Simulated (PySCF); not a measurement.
# Run report: C3H8Si, NMR shielding calculation

- system: C3H8Si
- method: GIAO PBE0/pcSseg-1 NMR shielding, non-relativistic, gas phase (PySCF 2.14.0)

The geometry comes from this level: GFN2-xTB, MD frame at 625 fs, 300 K. It belongs to a series of runs on one base structure; here: MD frame at 625 fs, 300 K. Figures and captions count atoms from 1; the log counts them from 0 in places.

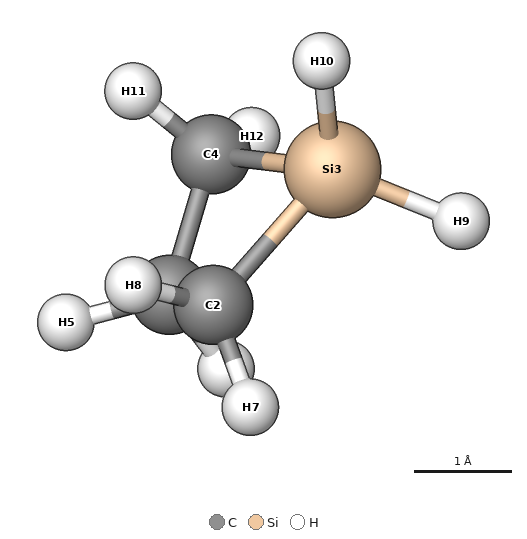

The structure as given in the input (ball-and-stick view, seen at a tilt; atoms are numbered from 1 in the order of the input). Bond lengths as drawn: C–C 1.52 to 1.55 Å, C–H 1.08 to 1.14 Å, C–Si 1.89 to 1.93 Å and H–Si 1.45 to 1.51 Å.

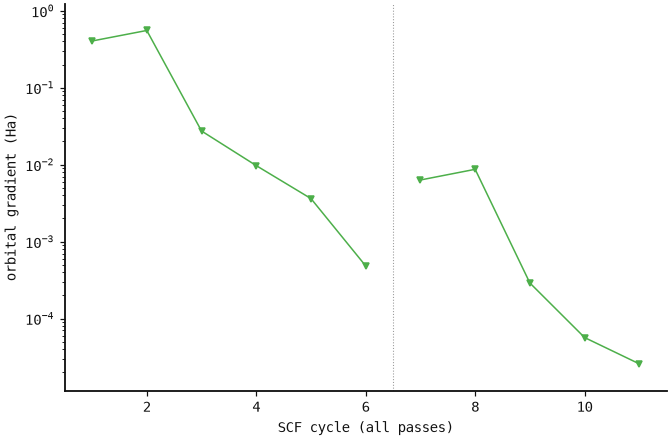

Convergence of the self-consistent field: orbital gradient against the SCF cycle. The dotted line marks the change from a coarse to the final integration grid. The first 6 cycles use a coarse grid, the final grid takes over at cycle 7, and the field converges after 11 cycles in all.

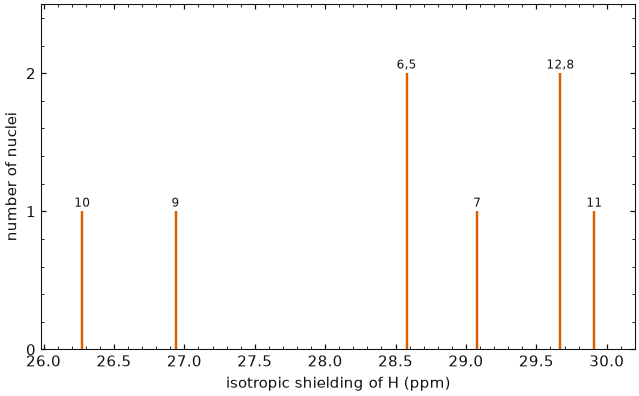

Isotropic shieldings of the hydrogen nuclei in this fixed geometry, labelled by atom number; shielding grows to the right, so chemical shift grows to the left. The least shielded is H10 (26.3 ppm), the most shielded H11 (29.9 ppm).

The input and output of the run follow.

## The input
```
{"job": {"kind": "nmr", "xc": "PBE0", "basis": "pcSseg-1", "pop": false}, "charge": 0, "multiplicity": 1}
C     -0.607000    -1.281200    -0.166400
C      0.537400    -0.893600     0.749300
Si    -0.536300     0.453400     1.533700
C     -1.790400    -0.733300     0.665000
H     -0.610600    -2.368800    -0.455300
H     -0.438200    -0.733400    -1.128100
H      1.431700    -0.596600     0.103000
H      0.822200    -1.732400     1.396000
H     -0.175900     1.749700     0.998700
H     -0.609300     0.384800     3.036300
H     -2.113500    -1.501500     1.347800
H     -2.611000    -0.262300     0.096800
```

The first line tells a small driver script what to run in PySCF; the rest is the geometry in Å.

Command:
```bash
OMP_NUM_THREADS=1 python <driver script> task.json out
```

## The program's output
```
coarse grid: 9848 points
cycle   1  E = -408.2223096945  dE =  2.290e-01  |g| = 4.049e-01  |ddm| = 2.940e+00
cycle   2  E = -408.1827980547  dE =  3.951e-02  |g| = 5.548e-01  |ddm| = 9.063e-01
cycle   3  E = -408.2672861861  dE = -8.449e-02  |g| = 2.739e-02  |ddm| = 5.697e-01
cycle   4  E = -408.2674538983  dE = -1.677e-04  |g| = 9.719e-03  |ddm| = 3.904e-02
cycle   5  E = -408.2674723674  dE = -1.847e-05  |g| = 3.622e-03  |ddm| = 1.103e-02
cycle   6  E = -408.2674756050  dE = -3.238e-06  |g| = 4.828e-04  |ddm| = 3.059e-03
final grid: 88528 points
cycle   7  E = -408.2917425402  dE = -1.471e-05  |g| = 6.320e-03  |ddm| = 1.756e-02
cycle   8  E = -408.2917330222  dE =  9.518e-06  |g| = 8.700e-03  |ddm| = 1.356e-02
cycle   9  E = -408.2917531430  dE = -2.012e-05  |g| = 2.895e-04  |ddm| = 7.980e-03
cycle  10  E = -408.2917531600  dE = -1.696e-08  |g| = 5.657e-05  |ddm| = 3.855e-04
cycle  11  E = -408.2917531606  dE = -6.331e-10  |g| = 2.573e-05  |ddm| = 9.535e-05
converged SCF energy = -408.2917531606

GIAO shielding tensors (ppm)
atom      isotropic    diamagn.    paramagn.     s11        s22        s33       span
  0 C      156.396     251.509     -95.113    139.787    157.773    171.628     31.841
  1 C      171.917     252.123     -80.206    152.168    172.178    191.406     39.238
  2 Si     381.495     878.817    -497.322    352.491    361.025    430.969     78.478
  3 C      168.192     254.321     -86.130    145.157    172.134    187.284     42.127
  4 H       28.600      30.084      -1.484     24.334     26.197     35.269     10.935
  5 H       28.557      31.891      -3.334     25.139     27.642     32.890      7.751
  6 H       29.080      30.303      -1.223     24.808     26.666     35.767     10.959
  7 H       29.683      30.875      -1.193     26.740     27.670     34.638      7.897
  8 H       26.937      28.894      -1.956     24.461     25.125     31.227      6.766
  9 H       26.275      28.229      -1.954     23.493     23.850     31.483      7.991
 10 H       29.912      30.608      -0.696     26.999     27.938     34.799      7.799
 11 H       29.660      29.596       0.064     26.033     26.464     36.482     10.449
```

## Summary

```json
{"quantity": "outcome", "value": "converged"}
{"quantity": "total energy", "value": "−408.291753 hartree"}
{"quantity": "HOMO", "value": "−7.86 eV"}
{"quantity": "LUMO", "value": "0.30 eV"}
{"quantity": "dipole moment", "value": "0.28 D"}
{"quantity": "isotropic shielding, C", "value": "156.4 to 171.9 ppm"}
{"quantity": "isotropic shielding, Si", "value": "381.5 ppm"}
{"quantity": "isotropic shielding, H", "value": "26.3 to 29.9 ppm"}
{"quantity": "hardware", "value": "1 CPU thread, shared host"}
{"quantity": "wall time", "value": "6.5 s"}
{"quantity": "peak memory", "value": "0.56 GiB"}
```
